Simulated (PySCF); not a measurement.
C$_{5}$H$_{7}$FN$_{2}$Si (SMILES N#CC1=C[SiH2][C@]1(F)CN)

Input file:

```
{"job": {"kind": "nmr", "xc": "PBE0", "basis": "pcSseg-1"}, "charge": 0, "multiplicity": 1}
N     -1.337446     3.153869    -0.594251
C     -1.241903     2.023083    -0.416850
C     -1.072240     0.650174    -0.196209
C     -1.712471    -0.185978     0.642724
Si    -0.749182    -1.731145     0.118269
C      0.002942    -0.204705    -0.839726
F     -0.060759    -0.196593    -2.226311
C      1.407693     0.185653    -0.403571
N      1.496329    -0.079031     1.022774
H     -2.499964     0.088166     1.326135
H     -1.516596    -2.583355    -0.787552
H      0.076911    -2.443326     1.074582
H      1.624058     1.229108    -0.684923
H      2.116441    -0.461573    -0.926516
H      2.460693    -0.069082     1.334542
H      0.997898     0.633679     1.545471
```

Launched as:

```sh
OMP_NUM_THREADS=1 python probes_run.py task.json out
```

Geometry: GFN2-xTB.

Method: PySCF, PBE0/pcSseg-1, SCF density, gas phase, non-relativistic.

Question: What will maps of the electron density and electron localisation function show?

Answer: C–N (1.15 Å): ρ is about 3.5 e/Å³ halfway; the ELF peaks at about 0.85 between the atoms; a short, multiple covalent bond.
C–C (1.35 Å): ρ at the midpoint is about 2.2 e/Å³; the ELF peaks at about 0.90 between the atoms, as expected for a covalent bond.
C–Si (1.89 Å): ρ at the midpoint is about 0.88 e/Å³; the ELF peaks at about 0.95 between the atoms (localised, covalent bonding).
C–C (1.40 Å): the density is about 2 e/Å³ at the midpoint; the ELF peaks at about 0.95 between the atoms, as expected for localised, covalent bonding.

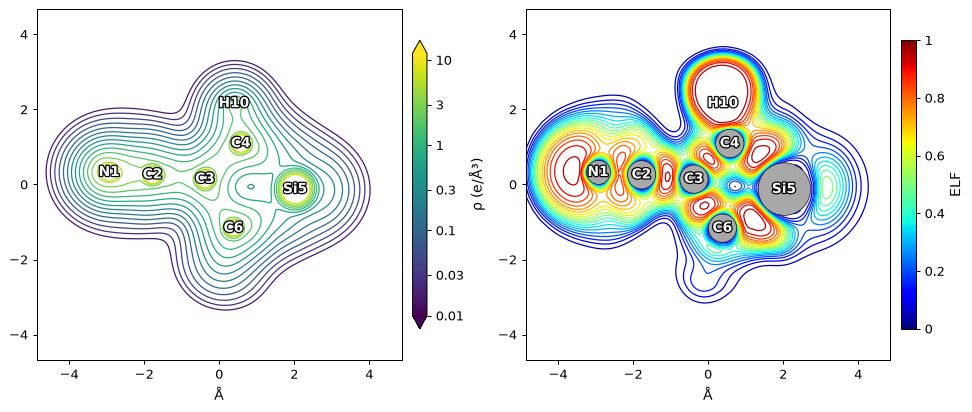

Computed electron density and electron localisation function on the plane of atoms Si5, C4 and H10, in this order. Grey discs cover the atomic cores in the ELF map. 
